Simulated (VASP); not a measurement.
Band structure of La (dhcp). Calculation: vdW-DF-cx, VASP's PBE PAW potentials (set 64) (plane waves; VASP).

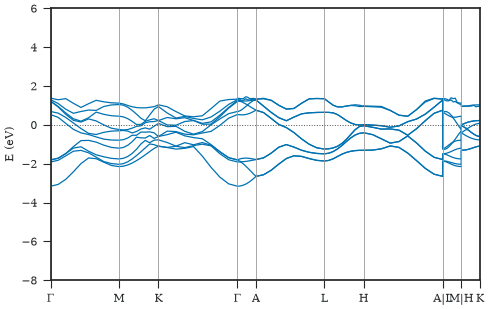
Figure. Bands along high-symmetry lines, zero at the valence-band maximum or, without a gap, the Fermi level

Question: Read the plot: is there a gap, and where are the band edges?

Answer: It has no gap at this level: it comes out as a metal or semimetal. (Edges off the drawn lines would not show.)

The compound is La in the dhcp structure. It was relaxed first, which changed the volume by -9 %.
